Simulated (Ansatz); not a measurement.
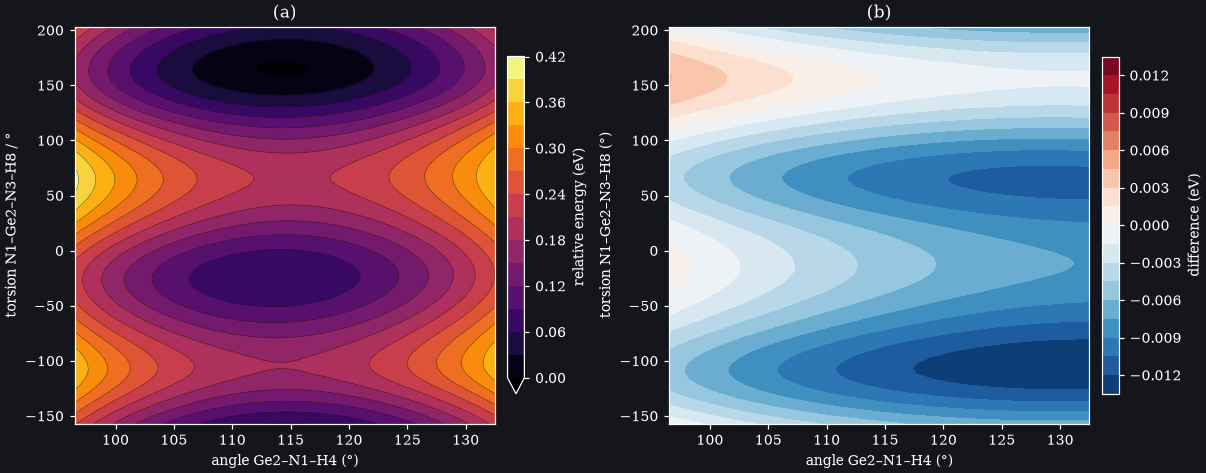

GeH₆N₂, SMILES [NH2][GeH2][NH2]. Two internal coordinates are moved rigidly from the geometry relaxed at PBE0-D4/def2-TZVP, all others fixed. The first coordinate is: angle Ge2–N1–H4; the second: torsion N1–Ge2–N3–H8. The grid has 5 × 8 points. Points are written as (first, second). All energies are given in eV relative to each map's own lowest point. Computed with Ansatz, RKS r2SCAN-D4/def2-TZVPP.

Panel (a): RKS r2SCAN-D4/def2-TZVPP in Ansatz 0.2.0. Panel (b): the map at RKS PBE0-D4/def2-TZVPP in Ansatz 0.2.0 less the map of (a), each from its own lowest point.

Question: How does the change of method alter the landscape?

Answer: The difference runs from −0.013 eV at (132.5°, −112°) to 0.0046 eV at (96.5°, 158°). The interpolated minimum moves from 114.30 to 114.46° in angle Ge2–N1–H4 and 165.8 to 166.4° in torsion N1–Ge2–N3–H8.
